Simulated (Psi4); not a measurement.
# C2H4B (SMILES B[C]=C) at UB2PLYP/def2-TZVP (density fitting for correlation)

What is the vertical ionisation energy of C2H4B at UB2PLYP/def2-TZVP (density fitting for correlation)? 

The results are computed with Psi4 1.11.

## Step 1: The system as given

C2H4B has 7 atoms, charge 0, and is taken as a doublet. SMILES: `B[C]=C`. Geometry: relaxed at GFN2-xTB.

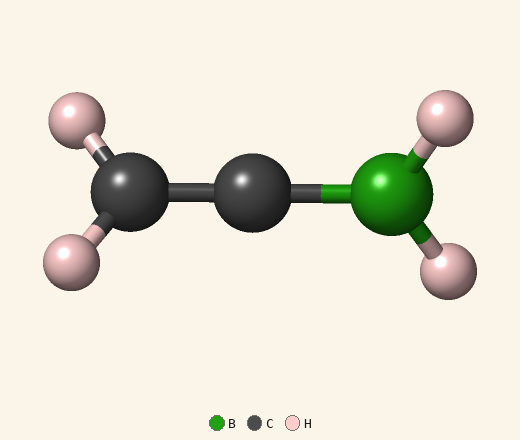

The structure, seen from a chosen angle (boron green, carbon dark grey, hydrogen pink).

## Step 2: A single-point energy at UB2PLYP/def2-TZVP (density fitting for correlation)

Contents of calc.py:

```python
import psi4

psi4.set_memory(1600000000)
psi4.set_num_threads(1)
psi4.core.set_output_file('output.dat', False)

molecule = psi4.geometry("""
0 2
B     -1.075830     0.425360    -0.773780
C      0.057000    -0.020470     0.039540
C      1.051750    -0.415380     0.756660
H     -2.062370    -0.207830    -0.792290
H     -0.989160     1.411380    -1.402080
H      1.668510    -1.268180     0.495290
H      1.350100     0.075110     1.676660
units angstrom
symmetry c1
""")

psi4.set_options({
    'basis': 'def2-TZVP',
    'reference': 'uks',
    'puream': True,
    'e_convergence': 1e-09,
    'd_convergence': 1e-08,
    'scf_type': 'pk',
    'dft_radial_points': 99,
    'dft_spherical_points': 590,
    'num_frozen_docc': 3,
    'maxiter': 200,
})

e, wfn = psi4.energy("b2plyp", return_wfn=True)
print(f'total energy {e:.8f} hartree = {e * 27.211386:.5f} eV')
```

Launch:

```
$ python calc.py
```

output.dat:

```text
[...]
  Running in c1 symmetry.
[...]
  Nuclear repulsion =   51.996406147714772
[...]
  Multiplicity = 2
[...]
  Nalpha       = 11
  Nbeta        = 10
[...]
    Number of basis functions: 117
[...]
   @UKS iter   1:  -103.01867752927147   -7.68686e-01   4.20492e-03 DIIS/ADIIS
[...]
   @UKS iter  16:  -103.16554281786762   -4.43379e-12   3.72579e-09 DIIS
[...]
   @S^2 Observed:                7.596479011E-01
[...]
    Orbital Energies [Eh]
    ---------------------
    Alpha Occupied:
       1A    -10.650810     2A    -10.628217     3A     -7.097521
       4A     -0.905143     5A     -0.705462     6A     -0.581419
       7A     -0.533911     8A     -0.466990     9A     -0.438076
      10A     -0.335646    11A     -0.299566
    Alpha Virtual:
      12A      0.023064    13A      0.062595    14A      0.076312
      15A      0.119263    16A      0.127909    17A      0.130512
      18A      0.160602    19A      0.193331    20A      0.199528
      21A      0.231636    22A      0.255307    23A      0.275812
      24A      0.346110    25A      0.361592    26A      0.366929
[...]
  @UKS Final Energy:  -103.16554281786762
   => Energetics <=
    Nuclear Repulsion Energy =             51.9964061477147723
    One-Electron Energy =                -239.8230143653614448
    Two-Electron Energy =                  92.4924738968807247
    DFT Exchange-Correlation Energy =      -7.8314084971016644
    Empirical Dispersion Energy =           0.0000000000000000
    VV10 Nonlocal Energy =                  0.0000000000000000
    Total Energy =                       -103.1655428178676175
[...]
 Multipole Moments:
 ------------------------------------------------------------------------------------
     Multipole            Electronic (a.u.)      Nuclear  (a.u.)        Total (a.u.)
 ------------------------------------------------------------------------------------
 L = 1.  Multiply by 2.5417464519 to convert [e a0] to [Debye]
 Dipole X            :         -0.4822851            0.8928541            0.4105690
 Dipole Y            :          0.1949713           -0.3573804           -0.1624091
 Dipole Z            :         -0.3484744            0.6443451            0.2958707
 Magnitude           :                                                    0.5314914
[...]
```

The script printed:

```text
total energy -103.29287345 hartree = -2810.74225 eV
```

Run time: 32 s. Hardware: 1 thread of Intel Xeon 6975P-C (Granite Rapids), shared host; peak memory 0.7 GiB.

## Step 3: The singlet cation at the same level

Contents of c2h4b.json:

```json
{
  "schema_name": "qcschema_input",
  "schema_version": 1,
  "molecule": {
    "schema_name": "qcschema_molecule",
    "schema_version": 2,
    "symbols": ["B", "C", "C", "H", "H", "H", "H"],
    "geometry": [-2.03302406, 0.8038139, -1.46223228, 0.10771439, -0.03868269, 0.07471977, 1.98751945, -0.78495444, 1.42988017, -3.89731447, -0.39274178, -1.49721111, -1.86924149, 2.66712166, -2.6495472, 3.15302694, -2.39651288, 0.93596245, 2.55131924, 0.14193733, 3.1684282],
    "molecular_charge": 1,
    "molecular_multiplicity": 1,
    "fix_symmetry": "c1"
  },
  "driver": "energy",
  "model": {
    "method": "b2plyp",
    "basis": "def2-TZVP"
  },
  "keywords": {
    "puream": true,
    "e_convergence": 1e-09,
    "d_convergence": 1e-08,
    "scf_type": "pk",
    "dft_radial_points": 99,
    "dft_spherical_points": 590,
    "num_frozen_docc": 3
  }
}
```

Launch:

```
$ psi4 --qcschema c2h4b.json -n 1 --memory 1600MB
```

stdout:

```text
[...]
  Running in c1 symmetry.
[...]
  Nuclear repulsion =   51.996406161948947
[...]
  Multiplicity = 1
[...]
  Nalpha       = 10
  Nbeta        = 10
[...]
    Number of basis functions: 117
[...]
   @RKS iter   1:  -102.76898631924499   -5.18994e-01   2.79077e-03 DIIS/ADIIS
[...]
   @RKS iter  13:  -102.82902423085613   -7.70228e-12   1.87072e-09 DIIS
[...]
    Orbital Energies [Eh]
    ---------------------
    Doubly Occupied:
       1A    -10.981620     2A    -10.913263     3A     -7.364627
       4A     -1.184713     5A     -0.972784     6A     -0.847039
       7A     -0.785656     8A     -0.713256     9A     -0.688690
      10A     -0.597654
[...]
  @RKS Final Energy:  -102.82902423085613
   => Energetics <=
    Nuclear Repulsion Energy =             51.9964061619489470
    One-Electron Energy =                -234.0168384865317535
    Two-Electron Energy =                  86.8733371018278007
    DFT Exchange-Correlation Energy =      -7.6819290081011333
    Empirical Dispersion Energy =           0.0000000000000000
    VV10 Nonlocal Energy =                  0.0000000000000000
    Total Energy =                       -102.8290242308561346
[...]
 Multipole Moments:
 ------------------------------------------------------------------------------------
     Multipole            Electronic (a.u.)      Nuclear  (a.u.)        Total (a.u.)
 ------------------------------------------------------------------------------------
 L = 1.  Multiply by 2.5417464519 to convert [e a0] to [Debye]
 Dipole X            :         -0.4176572            0.8928541            0.4751969
 Dipole Y            :          0.1692664           -0.3573804           -0.1881140
 Dipole Z            :         -0.3014271            0.6443451            0.3429180
 Magnitude           :                                                    0.6154606
[...]
```

The result, in JSON:

```text
{
 "driver": "energy",
 "model": {
  "method": "b2plyp",
  "basis": "def2-TZVP"
 },
 "success": true,
 "return_result": -102.95065190581147,
 "properties": {
  "calcinfo_nbasis": 117,
  "calcinfo_nmo": 117,
  "calcinfo_nalpha": 10,
  "calcinfo_nbeta": 10,
  "calcinfo_natom": 7,
  "nuclear_repulsion_energy": 51.99640616194895,
  "return_energy": -102.95065190581147,
  "scf_one_electron_energy": -234.01683848653175,
  "scf_two_electron_energy": 86.8733371018278,
  "scf_xc_energy": -7.681929008101133,
  "scf_dipole_moment": [0.4751968783624397, -0.1881139920786999, 0.34291799614078167],
  "scf_total_energy": -102.82902423085613,
  "scf_iterations": 13
 }
}
```

Run time: 19 s. Hardware: 1 thread of Intel Xeon 6975P-C (Granite Rapids), shared host; peak memory 0.7 GiB.

## Step 4: Results

Level: UB2PLYP/def2-TZVP (density fitting for correlation), 3 core orbitals frozen.

| quantity | value |
| --- | --- |
| doublet C2H4B: total energy | -103.29287 Eh |
| doublet C2H4B: HOMO energy (SCF part's orbitals) (highest over α and β) | -8.15 eV |
| doublet C2H4B: LUMO energy (SCF part's orbitals) (lowest over α and β) | -1.92 eV |
| doublet C2H4B: ⟨S²⟩ | 0.760 |
| singlet cation: total energy | -102.95065 Eh |
| singlet cation: HOMO energy (SCF part's orbitals) | -16.26 eV |
| singlet cation: LUMO energy (SCF part's orbitals) | -10.09 eV |
| singlet cation: HOMO–LUMO gap (SCF part's orbitals) | 6.17 eV |
| vertical ionisation energy (to the singlet cation) | 9.312 eV |

**Reading.** Removing an electron at fixed nuclei costs 9.31 eV (215 kcal/mol). Only the singlet of the ionised species was computed; a triplet could lie lower.
